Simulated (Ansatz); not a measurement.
**BrHSi: density, localisation and related maps**

```yaml
atoms:
  - { symbol: Si, position_ang: [-0.6242, 0.5237, -0.2956] }
  - { symbol: Br, position_ang: [1.3462, 0.4053, 0.7847] }
  - { symbol: H, position_ang: [-0.7329, -0.9938, -0.5024] }
```

These are results of RKS PBE0-D4/def2-SVP (Ansatz 0.2.0), not measurements.

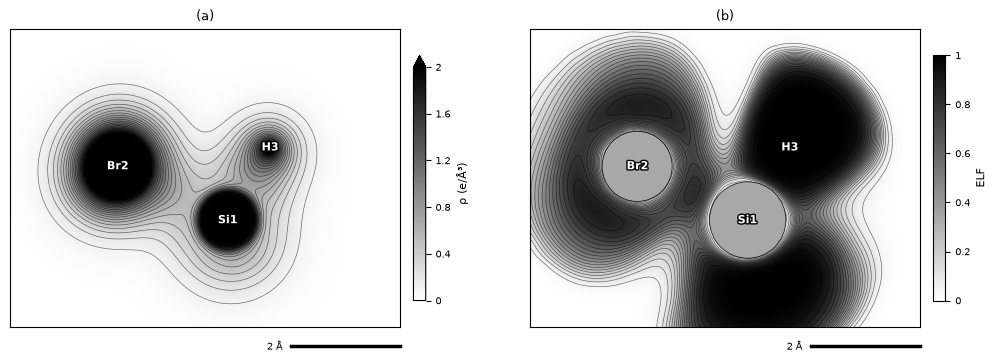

Figure 1. (a) total electron density; (b) electron localisation function on the molecular plane. Grey discs cover the atomic cores in the ELF map.

Question: Read the bonding off the picture.

Answer:
- The section cuts through Si, Br and H sites.
- Si–Br (2.25 Å): ρ at the midpoint is about 0.71 e/Å³; the ELF peaks at about 0.85 between the atoms, as expected for a polar covalent bond.
- Si–H (1.54 Å): ρ is about 0.74 e/Å³ halfway; the ELF climbs to about 1 towards the hydrogen, as it does in any bond to H.
- The ELF also peaks beside Si1 and Br2, away from the bonds: lone-pair regions.

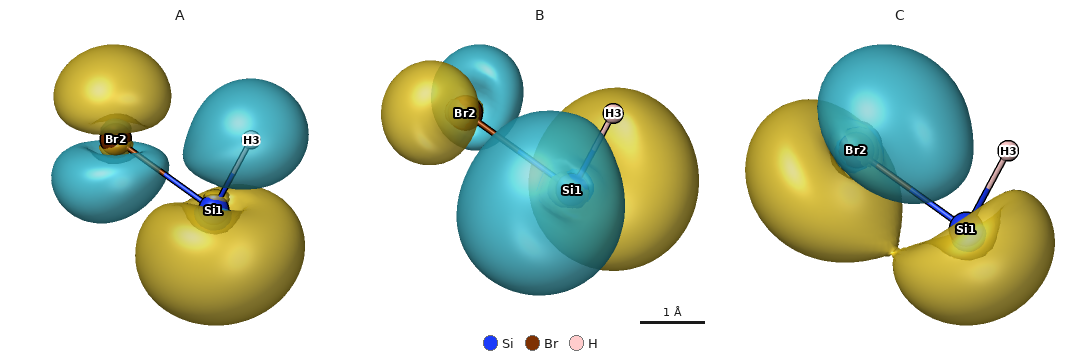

Figure 2. Three frontier orbitals at ±0.1 Å⁻³ᐟ² (yellow and cyan are the two phases), in no order.

Question: Order the three orbitals by energy and name them.

Answer: C is the HOMO−1 (−8.89 eV). It lies mainly on Br2 (about 75 %) and Si1 (about 25 %); it is symmetric in the molecular plane (an in-plane orbital: σ, lone-pair or in-plane π type). A is the HOMO (−6.93 eV). It lies mainly on Si1 (about 60 %), Br2 (about 25 %) and H3 (about 15 %); it is symmetric in the molecular plane (an in-plane orbital: σ, lone-pair or in-plane π type). B is the LUMO (−3.08 eV). Its weight (Hirshfeld) is mainly on Si1 (about 80 %) and Br2 (about 15 %); it changes sign across the molecular plane (π type).

Question: What is the HOMO–LUMO gap?

Answer: 3.85 eV between the orbital energies.
